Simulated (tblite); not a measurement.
# C3H5F3SeSi: the cost of one run

Programs: tblite 0.8.0 and PySCF 2.14.0, with density-fitted response routines of our own. Each step states its level of theory. These are calculated values for one molecule in the gas phase, unless marked as measured. Atoms count from 0, in the outputs and in this text.

## Step 1: Starting geometry

13 atoms, charge 0, multiplicity 1; geometry from: force field or distance geometry start.

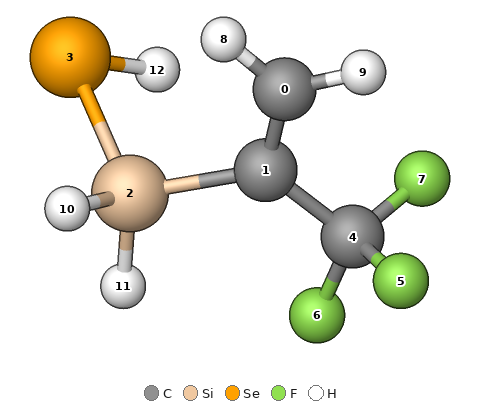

The starting geometry (carbon grey, silicon light orange, selenium orange, fluorine green, hydrogen white), atoms numbered.

## Step 2: Relaxing the molecule with GFN2-xTB

What the job is given:

```
{"job": {"kind": "relax", "xc": "GFN2-xTB", "basis": "xTB"}, "charge": 0, "multiplicity": 1}
C     -0.632400     0.665800     1.368500
C     -0.383200     0.232600     0.122300
Si     1.329400     0.505200    -0.569700
Se     2.859200    -0.563500     0.707800
C     -1.453900    -0.480800    -0.651400
F     -2.540800     0.364300    -0.828700
F     -0.994200    -0.858300    -1.910700
F     -1.856200    -1.604800     0.029400
H      0.122000     1.176800     1.956500
H     -1.624900     0.522400     1.819400
H      1.607800     1.948400    -0.575900
H      1.412300     0.002000    -1.949300
H      2.150400    -1.909600     0.464000
```

Command:

```bash
$ OMP_NUM_THREADS=1 python probes_run.py task.json out
```

The driver reads the jobs from task.json and runs them one after another.

**Question.** How long does this first job take on 1 thread of Arm Neoverse N1, shared host, and how much memory does it need?

About 2.3 s, with a peak of 0.18 GiB.
